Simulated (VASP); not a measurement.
Band structure of AlCr$_{2}$C (sg194). Computed with PBEsol GGA, VASP's PBE PAW potentials (set 64) (plane waves; VASP).

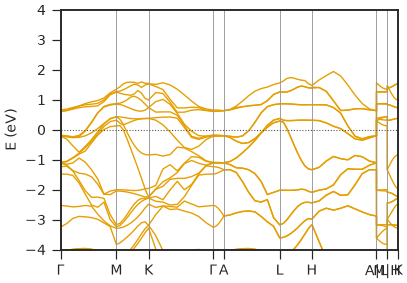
*Bands along high-symmetry lines, zero at the valence-band maximum or, without a gap, the Fermi level*

Problem. Read the plot: is there a gap, and where are the band edges?

Solution. It has no gap at this level: it comes out as a metal or semimetal. (Edges off the drawn lines would not show.)

The compound is AlCr2C in the sg194 structure. It was relaxed first, which changed the volume by -5 %. The run is not spin-polarised, so no magnetic state was tried.
